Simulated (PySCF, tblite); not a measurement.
# C₄H₉FO₃Si: geometry, infrared bands and NMR shifts

What infrared bands and NMR shifts should C₄H₉FO₃Si (`C[C@@H](O[SiH3])[C@@H](F)C(=O)O`) show?

Programs: tblite 0.8.0 and PySCF 2.14.0, with density-fitted response routines of our own. Each step states its level of theory. These are calculated values for one molecule in the gas phase, unless marked as measured. Atoms are numbered from 0 throughout.

### 1 The molecule as given

18 atoms, charge 0, multiplicity 1; geometry from: force field or distance geometry start.

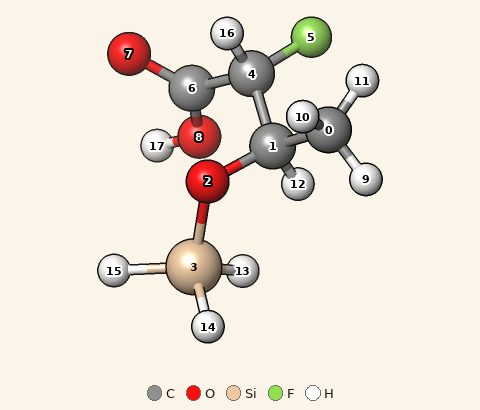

The starting geometry (carbon grey, oxygen red, silicon light orange, fluorine green, hydrogen white), atoms numbered.

### 2 Geometry optimisation with GFN2-xTB

The job: settings as JSON, then the geometry in Å.

```
{"job": {"kind": "relax", "xc": "GFN2-xTB", "basis": "xTB"}, "charge": 0, "multiplicity": 1}
C     -0.897100    -1.343300    -1.406300
C     -0.301600    -0.388700    -0.411200
O     -0.895800    -0.406700     0.833400
Si    -1.532400     1.128100     1.280400
C      1.167200    -0.682100    -0.247600
F      1.894400    -0.550900    -1.407400
C      1.737900     0.178600     0.815300
O      2.277800    -0.374900     1.826300
O      1.720700     1.542000     0.785900
H     -1.689700    -0.782700    -1.931500
H     -1.269300    -2.277900    -0.965400
H     -0.129400    -1.624400    -2.137000
H     -0.390600     0.666700    -0.771100
H     -0.972300     2.142900     0.406900
H     -3.009900     1.030400     1.216100
H     -1.145000     1.375700     2.681200
H      1.315400    -1.721100     0.092900
H      2.110900     2.094700     1.533100
```

Started as:

```bash
$ OMP_NUM_THREADS=1 python probes_run.py task.json out
```

This one command runs all jobs of the session in turn.

What it wrote:

```text
step      E/eV     max force
  0    -866.44825    6.387
  1    -866.72772    6.890
  2    -866.99255    1.261
  3    -867.06582    0.894
  4    -867.20158    0.584
  5    -867.24526    0.606
  6    -867.29206    0.421
  7    -867.31232    0.416
  8    -867.33364    0.298
  9    -867.34858    0.322
 10    -867.36761    0.285
 11    -867.38694    0.383
 12    -867.40612    0.400
 13    -867.42078    0.285
 14    -867.43043    0.218
 15    -867.43794    0.218
 16    -867.44449    0.200
 17    -867.44877    0.159
 18    -867.45180    0.128
 19    -867.45417    0.116
 20    -867.45623    0.102
 21    -867.45836    0.110
 22    -867.46073    0.117
 23    -867.46336    0.120
 24    -867.46591    0.116
 25    -867.46783    0.099
 26    -867.46919    0.079
 27    -867.47033    0.072
 28    -867.47121    0.062
 29    -867.47182    0.057
 30    -867.47230    0.045
 31    -867.47273    0.051
 32    -867.47310    0.051
 33    -867.47343    0.053
 34    -867.47372    0.047
 35    -867.47405    0.046
 36    -867.47444    0.042
 37    -867.47486    0.054
 38    -867.47526    0.057
 39    -867.47562    0.046
 40    -867.47597    0.055
 41    -867.47639    0.057
 42    -867.47694    0.090
 43    -867.47765    0.103
 44    -867.47843    0.080
 45    -867.47914    0.066
 46    -867.47973    0.067
 47    -867.48025    0.075
 48    -867.48067    0.081
 49    -867.48099    0.053
 50    -867.48121    0.035
 51    -867.48138    0.032
 52    -867.48154    0.038
 53    -867.48168    0.042
 54    -867.48179    0.025
 55    -867.48185    0.012
 56    -867.48189    0.015
 57    -867.48195    0.019
 58    -867.48200    0.020
 59    -867.48207    0.020
 60    -867.48213    0.019
 61    -867.48218    0.016
 62    -867.48223    0.016
 63    -867.48228    0.015
 64    -867.48233    0.014
 65    -867.48238    0.016
 66    -867.48244    0.020
 67    -867.48254    0.028
 68    -867.48270    0.036
 69    -867.48295    0.044
 70    -867.48322    0.041
 71    -867.48347    0.031
 72    -867.48373    0.034
 73    -867.48407    0.050
 74    -867.48453    0.058
 75    -867.48502    0.051
 76    -867.48548    0.042
 77    -867.48590    0.043
 78    -867.48629    0.045
 79    -867.48677    0.048
 80    -867.48719    0.094
 81    -867.48790    0.075
 82    -867.48861    0.069
 83    -867.48973    0.079
 84    -867.49070    0.099
 85    -867.49270    0.101
 86    -867.49477    0.151
 87    -867.49662    0.096
 88    -867.49854    0.098
 89    -867.49932    0.087
 90    -867.50091    0.115
 91    -867.50214    0.122
 92    -867.50347    0.101
 93    -867.50436    0.070
 94    -867.50494    0.058
 95    -867.50545    0.058
 96    -867.50613    0.066
 97    -867.50707    0.059
 98    -867.50787    0.057
 99    -867.50848    0.059
100    -867.50893    0.050
101    -867.50935    0.045
102    -867.50974    0.038
103    -867.51003    0.036
104    -867.51023    0.034
105    -867.51040    0.027
106    -867.51056    0.033
107    -867.51068    0.021
108    -867.51074    0.014
109    -867.51077    0.022
110    -867.51080    0.014
111    -867.51085    0.021
112    -867.51095    0.024
113    -867.51106    0.030
114    -867.51119    0.025
115    -867.51128    0.019
116    -867.51134    0.021
117    -867.51139    0.021
118    -867.51146    0.021
119    -867.51156    0.027
120    -867.51172    0.030
121    -867.51189    0.033
122    -867.51201    0.028
123    -867.51209    0.017
124    -867.51214    0.017
125    -867.51221    0.015
126    -867.51227    0.017
127    -867.51233    0.016
128    -867.51235    0.009
```

Wall time 1 s (1 thread of Arm Neoverse V1, shared host).

Relaxation path: (not every step is listed)

| step | energy from step 0 (eV) | largest force (eV/Å) |
| --- | --- | --- |
| 0 | 0.0000 | 6.3872 |
| 1 | -0.2795 | 6.8897 |
| 2 | -0.5443 | 1.2605 |
| 3 | -0.6176 | 0.8941 |
| 4 | -0.7533 | 0.5841 |
| 5 | -0.7970 | 0.6058 |
| 6 | -0.8438 | 0.4208 |
| 7 | -0.8641 | 0.4157 |
| 8 | -0.8854 | 0.2982 |
| 19 | -1.0059 | 0.1165 |
| 30 | -1.0240 | 0.0455 |
| 41 | -1.0281 | 0.0570 |
| 52 | -1.0333 | 0.0378 |
| 63 | -1.0340 | 0.0153 |
| 74 | -1.0363 | 0.0581 |
| 85 | -1.0444 | 0.1010 |
| 96 | -1.0579 | 0.0662 |
| 107 | -1.0624 | 0.0214 |
| 118 | -1.0632 | 0.0210 |
| 123 | -1.0638 | 0.0175 |
| 124 | -1.0639 | 0.0166 |
| 125 | -1.0640 | 0.0148 |
| 126 | -1.0640 | 0.0171 |
| 127 | -1.0641 | 0.0162 |
| 128 | -1.0641 | 0.0094 |

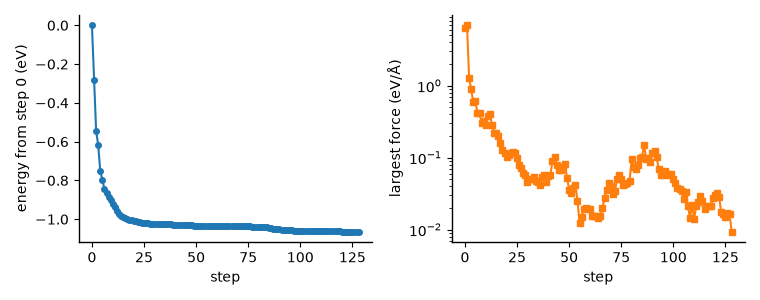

Energy and largest force along the relaxation.

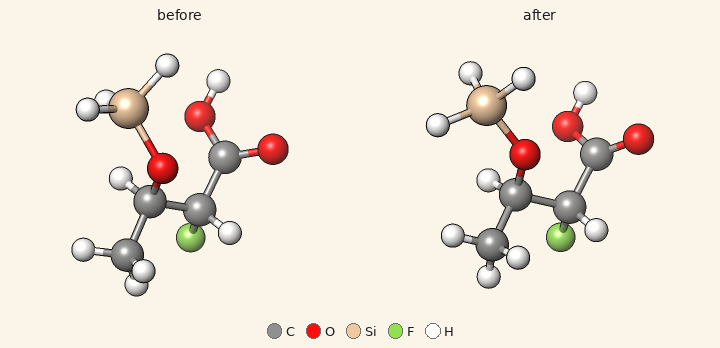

The geometry before (left) and after (right).

Distances of close pairs at the start and the end, largest changes first:

| bond | before (Å) | after (Å) | change (Å) |
| --- | --- | --- | --- |
| O2–Si3 | 1.721 | 1.623 | -0.097 |
| C6–O7 | 1.273 | 1.197 | -0.076 |
| C4–C6 | 1.482 | 1.528 | +0.046 |
| O8–H17 | 1.008 | 0.971 | -0.037 |
| C6–O8 | 1.364 | 1.329 | -0.035 |
| C1–C4 | 1.507 | 1.541 | +0.034 |
| Si3–H15 | 1.474 | 1.451 | -0.023 |
| C0–C1 | 1.502 | 1.522 | +0.020 |

The final coordinates are the input of the step that follows.

### 3 Infrared spectrum with GFN2-xTB

The job: settings as JSON, then the geometry in Å.

```
{"job": {"kind": "ir", "xc": "GFN2-xTB", "basis": "xTB"}, "charge": 0, "multiplicity": 1}
C     -0.950478    -1.250394    -1.258758
C     -0.150442    -0.243227    -0.444485
O     -0.724210    -0.035847     0.809034
Si    -1.799008     1.084194     1.284473
C      1.289619    -0.736740    -0.207094
F      1.994544    -0.667760    -1.385699
C      1.948943     0.150707     0.847842
O      2.321077    -0.235709     1.917782
O      2.036031     1.413258     0.442587
H     -1.934305    -0.844053    -1.477027
H     -1.069680    -2.169339    -0.689773
H     -0.435830    -1.465380    -2.191005
H     -0.074885     0.705452    -0.993410
H     -1.290485     2.428916     0.994225
H     -3.081470     0.928582     0.591721
H     -1.850615     0.754948     2.696505
H      1.313226    -1.777978     0.131636
H      2.449211     1.966688     1.125508
```

What it wrote:

```text
mode    cm-1     km/mol
  1      14.0      0.05
  2      41.1      2.15
  3      53.5      2.26
  4      93.4      0.95
  5     132.3      1.05
  6     166.4      0.33
  7     204.6      0.71
  8     217.6      4.49
  9     253.9      1.09
 10     345.0      8.49
 11     367.0      3.13
 12     432.3      3.11
 13     505.9     12.53
 14     603.5     59.22
 15     606.2    129.27
 16     614.2     58.17
 17     632.6     68.84
 18     719.9    155.32
 19     740.7    180.03
 20     792.2    162.10
 21     809.0    138.79
 22     838.3    290.20
 23     874.8      7.83
 24     945.7      7.00
 25    1014.9     33.79
 26    1062.6     71.06
 27    1088.9     27.94
 28    1119.9     32.55
 29    1144.0    181.90
 30    1172.5    219.21
 31    1216.0      0.53
 32    1254.1    113.66
 33    1257.4     44.67
 34    1313.4     10.03
 35    1324.6     15.52
 36    1393.6     13.34
 37    1471.0      5.24
 38    1485.0      3.05
 39    1813.4    450.04
 40    2214.1    379.94
 41    2246.8    180.49
 42    2372.5    231.24
 43    2893.7     32.63
 44    2955.7     19.20
 45    3042.9     16.87
 46    3048.2     16.41
 47    3051.7     15.32
 48    3428.7     41.04
```

It took 0.74 s on 1 thread of Arm Neoverse V1, shared host.

The strongest bands and the atoms that carry them (share of the mass-weighted mode):

| cm⁻¹ | km/mol | atoms |
| --- | --- | --- |
| 741 | 180.0 | H15 54 %, H13 18 %, H14 12 % |
| 838 | 290.2 | H13 42 %, H14 40 % |
| 1144 | 181.9 | H17 35 %, O8 22 % |
| 1172 | 219.2 | C1 37 %, O2 37 % |
| 1813 | 450.0 | C6 62 %, O7 36 % |
| 2214 | 379.9 | H13 56 %, H14 40 % |
| 2247 | 180.5 | H14 57 %, H13 41 % |
| 2372 | 231.2 | H15 97 % |

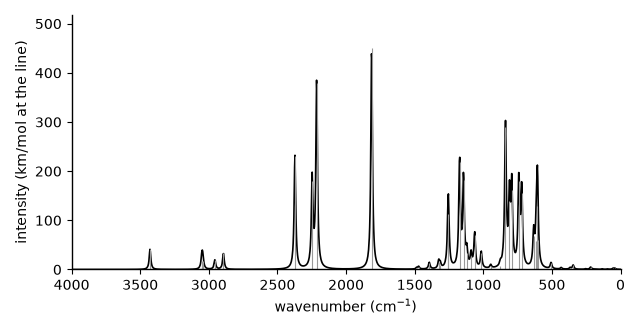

The infrared spectrum from these modes, unscaled. Lines are broadened to a width of 14 cm⁻¹ (Lorentzian).

### 4 Shielding tensors: PBE0/pcSseg-1

Settings changed since step 3:

```diff
@@ -1,2 +1,2 @@
-{"job": {"kind": "ir", "xc": "GFN2-xTB", "basis": "xTB"}, "charge": 0, "multiplicity": 1}
+{"job": {"kind": "nmr", "xc": "PBE0", "basis": "pcSseg-1"}, "charge": 0, "multiplicity": 1}
 C     -0.950478    -1.250394    -1.258758
```

With the program's defaults for keys left out, this is: GIAO PBE0/pcSseg-1 NMR shielding, non-relativistic, gas phase.

What it wrote:

```text
coarse grid: 15896 points
cycle   1  E = -771.8459829564  dE =  1.379e+00  |g| = 1.171e+00  |ddm| = 3.735e+00
cycle   2  E = -771.3754248295  dE =  4.706e-01  |g| = 1.997e+00  |ddm| = 2.223e+00
cycle   3  E = -772.0708871113  dE = -6.955e-01  |g| = 3.151e-01  |ddm| = 1.609e+00
cycle   4  E = -772.0874835803  dE = -1.660e-02  |g| = 1.071e-01  |ddm| = 2.538e-01
cycle   5  E = -772.0893281142  dE = -1.845e-03  |g| = 2.343e-02  |ddm| = 7.211e-02
cycle   6  E = -772.0894383736  dE = -1.103e-04  |g| = 6.383e-03  |ddm| = 2.216e-02
cycle   7  E = -772.0894450677  dE = -6.694e-06  |g| = 2.185e-03  |ddm| = 5.018e-03
final grid: 150336 points
cycle   8  E = -772.1802701706  dE = -3.265e-05  |g| = 1.470e-02  |ddm| = 2.883e-02
cycle   9  E = -772.1802055585  dE =  6.461e-05  |g| = 2.410e-02  |ddm| = 2.523e-02
cycle  10  E = -772.1803069929  dE = -1.014e-04  |g| = 2.922e-03  |ddm| = 1.644e-02
cycle  11  E = -772.1803085572  dE = -1.564e-06  |g| = 4.439e-04  |ddm| = 1.947e-03
cycle  12  E = -772.1803085859  dE = -2.873e-08  |g| = 1.791e-04  |ddm| = 4.657e-04
cycle  13  E = -772.1803085927  dE = -6.761e-09  |g| = 3.495e-05  |ddm| = 1.698e-04
cycle  14  E = -772.1803085929  dE = -1.953e-10  |g| = 1.393e-05  |ddm| = 3.328e-05
converged SCF energy = -772.1803085929

GIAO shielding tensors (ppm)
atom      isotropic    diamagn.    paramagn.     s11        s22        s33       span
  0 C      165.957     247.351     -81.394    151.579    159.580    186.714     35.135
  1 C      111.754     244.459    -132.705     89.511     98.672    147.080     57.569
  2 O      307.431     400.223     -92.792    256.343    322.145    343.806     87.463
  3 Si     386.733     881.151    -494.417    336.936    354.986    468.279    131.343
  4 C       87.243     244.834    -157.592     71.607     82.547    107.575     35.968
  5 F      394.173     471.353     -77.180    376.323    391.363    414.832     38.509
  6 C       13.913     249.524    -235.611    -91.853     52.891     80.702    172.555
  7 O     -123.349     400.000    -523.349   -375.544   -251.347    256.844    632.389
  8 O      135.936     392.747    -256.812    -15.602    171.770    251.639    267.241
  9 H       30.041      30.010       0.031     25.616     28.508     35.999     10.383
 10 H       30.575      29.955       0.620     27.174     28.339     36.211      9.038
 11 H       30.152      29.179       0.973     25.589     28.700     36.168     10.579
 12 H       27.718      32.469      -4.752     25.722     27.497     29.933      4.212
 13 H       26.831      30.455      -3.624     23.048     25.983     31.461      8.413
 14 H       26.724      29.843      -3.119     22.887     25.257     32.027      9.140
 15 H       26.926      30.167      -3.241     23.106     25.125     32.548      9.442
 16 H       27.098      30.810      -3.712     25.306     26.759     29.228      3.921
 17 H       25.401      29.846      -4.445     19.375     23.083     33.744     14.369
```

It took 46 s on 1 thread of Arm Neoverse V1, shared host; peak memory 0.92 GiB.

Shifts follow as δ = σ(reference) − σ, with reference shieldings (ppm) from runs at the same level and on the same kind of geometry: 1H TMS 31.72, 13C TMS 186.9, 29Si TMS 349.2, 19F CFCl3 170.9, 17O H2O 336.1. The references are single molecules in the gas phase, so shifts against H2O, NH3, PH3, H3PO4 or CFCl3 are not on the usual liquid scales and can be off by tens of ppm. Atoms listed in one row are averaged.

| atoms | environment | σ (ppm) | δ (ppm) | δ scaled to CDCl3 |
| --- | --- | --- | --- | --- |
| C6 | carboxylic acid carbon | 13.9 | 173.0 | 166.9 |
| C4 | sp3 CH bonded to F, α to a carbonyl | 87.2 | 99.7 | 95.4 |
| C1 | sp3 CH bonded to O | 111.8 | 75.2 | 71.5 |
| C0 | methyl carbon | 166.0 | 21.0 | 18.5 |
| H17 | hydrogen on an acid hydroxyl oxygen | 25.40 | 6.32 | – |
| H13, H14, H15 | hydrogen on a silicon bonded to O | 26.83 | 4.89 | – |
| H16 | hydrogen on an sp3 CH bonded to F, α to a carbonyl | 27.10 | 4.62 | 4.46 |
| H12 | hydrogen on an sp3 CH bonded to O | 27.72 | 4.00 | 3.88 |
| H9, H10, H11 | hydrogen on a methyl carbon | 30.26 | 1.46 | 1.48 |
| O7 | carbonyl oxygen | -123.3 | 459.4 | – |
| O8 | acid hydroxyl oxygen | 135.9 | 200.1 | – |
| O2 | oxygen bonded to C, Si | 307.4 | 28.6 | – |
| Si3 | silicon bonded to O, 3 H | 386.7 | -37.6 | – |
| F5 | fluorine on an sp3 carbon | 394.2 | -223.2 | – |

The scaled column applies a straight-line fit of computed shieldings to shifts measured in CDCl3, and one for carbons that bear F (root-mean-square error 0.16 ppm for H, 1.9 ppm for C).

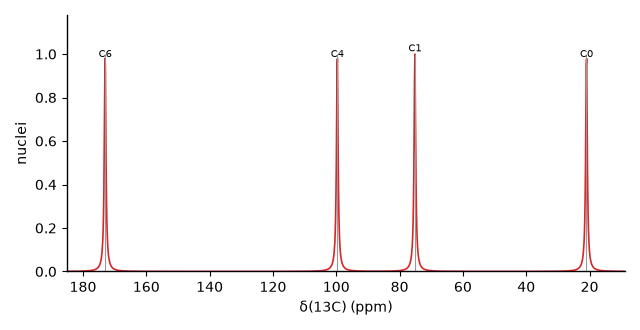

13C lines at the computed shifts, without couplings. Lines are broadened to a width of 0.61 ppm (Lorentzian).

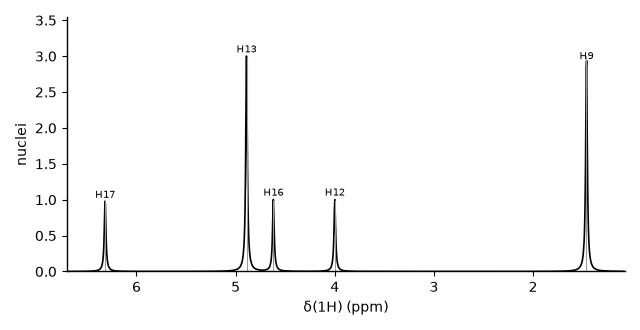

1H lines at the computed shifts, without couplings. Lines are broadened to a width of 0.02 ppm (Lorentzian).

Charges from the same density, by scheme (e):

| atoms | Mulliken | IAO | Hirshfeld | ESP fit |
| --- | --- | --- | --- | --- |
| C0 | -0.21 | -0.44 | -0.12 | -0.53 |
| C1 | 0.00 | 0.09 | 0.04 | 0.43 |
| O2 | -0.64 | -0.65 | -0.21 | -0.51 |
| Si3 | 0.70 | 0.87 | 0.38 | 0.60 |
| C4 | 0.22 | 0.13 | 0.05 | -0.04 |
| F5 | -0.32 | -0.31 | -0.10 | -0.21 |
| C6 | 0.45 | 0.53 | 0.20 | 0.73 |
| O7 | -0.38 | -0.45 | -0.26 | -0.55 |
| O8 | -0.36 | -0.47 | -0.16 | -0.61 |

IAO charges:

C0 -0.44; C1 0.09; O2 -0.65; Si3 0.87; C4 0.13; F5 -0.31; C6 0.53; O7 -0.45; O8 -0.47; H9 0.15; H10 0.15; H11 0.16; H12 0.13; H13 -0.15; H14 -0.15; H15 -0.12; H16 0.16; H17 0.38

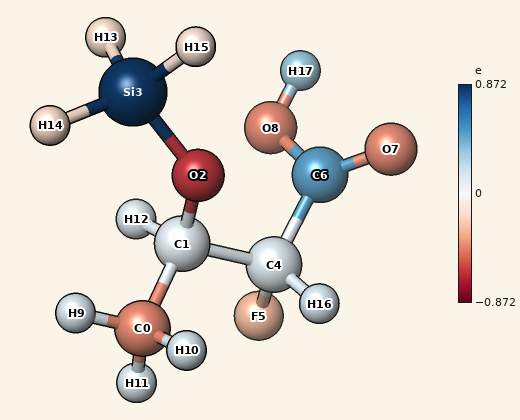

IAO charges, as colours on the atoms.

Mayer bond orders: C0–C1 1.05, C1–O2 0.86, O2–Si3 0.94, C1–C4 0.96, C4–F5 0.88, C4–C6 0.92, C6–O7 1.99, C6–O8 1.14.

### 5 Outcome

```
                                                              quantity                             value
                             strongest single infrared mode (GFN2-xTB)             1813 cm⁻¹, 450 km/mol
                                          zero-point energy (GFN2-xTB)                     79.2 kcal/mol
                                13C shifts against TMS (PBE0/pcSseg-1)       173.0, 99.7, 75.2, 21.0 ppm
1H shifts against TMS (PBE0/pcSseg-1, means over atoms taken as alike)  6.32, 4.89, 4.62, 4.00, 1.46 ppm
                                17O shifts against H2O (PBE0/pcSseg-1)            459.4, 200.1, 28.6 ppm
                               29Si shifts against TMS (PBE0/pcSseg-1)                         -37.6 ppm
                              19F shifts against CFCl3 (PBE0/pcSseg-1)                        -223.2 ppm
```

In words: Relaxing lowered the energy by 1.064 eV in 128 steps; the close pair that moved most is O2–Si3, from 1.721 to 1.623 Å. No mode is imaginary among the 48: a minimum at this level. The strongest single mode, at 1813 cm⁻¹, moves mainly C6 and O7. Unscaled tight-binding wavenumbers are off by several per cent, some by more. Its intensities can rank the bands wrongly. At PBE0/pcSseg-1: Shielding is most anisotropic at O7 (span 632 ppm, paramagnetic term -523 ppm).
